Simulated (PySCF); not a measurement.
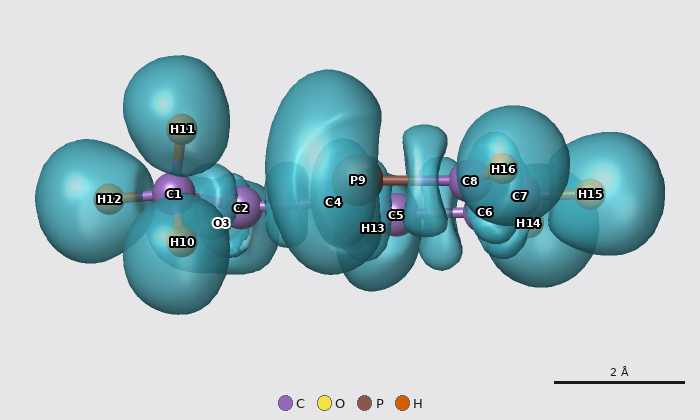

The picture shows: C$_{7}$H$_{7}$OP. Isosurface of the ELF at 0.75 (cyan), seen from one side. Only the valence region is drawn (cores and ρ < 0.01 e/Å³ removed).

Geometry: GFN2-xTB.

Computed with PBE0/pcSseg-1, SCF density, gas phase, non-relativistic (PySCF 2.14.0).

```xyz
16

C    -2.7025    0.5345    0.5659
C    -1.7926   -0.4237   -0.1586
O    -2.2177   -1.3730   -0.7791
C    -0.3369   -0.1403   -0.0713
C     0.5163   -1.0151   -0.7362
C     1.8922   -0.9027   -0.7612
C     2.5670    0.1204   -0.1089
C     1.9284    1.1044    0.6147
P     0.2155    1.2470    0.8409
H    -2.4597    0.5459    1.6268
H    -2.5673    1.5411    0.1745
H    -3.7368    0.2280    0.4324
H     0.0432   -1.8338   -1.2641
H     2.4642   -1.6375   -1.3085
H     3.6476    0.1462   -0.1718
H     2.5316    1.8675    1.0929
```

What do the ELF domains correspond to?

Answer. The surface consists of six regions between bonded C–C atoms (shared pairs), two regions between bonded C–P atoms (shared pairs), seven regions around hydrogen nuclei, one region on O in which the atom's valence shell and bonds are merged and one lobe on P, pointing away from the bonds (lone pairs).

Values along the shortest contacts:
C–O (1.21 Å): the ELF peaks at about 0.85 between the atoms (a short, multiple covalent bond). C–C (1.38 Å): the ELF peaks at about 0.95 between the atoms, as expected for localised, covalent bonding.
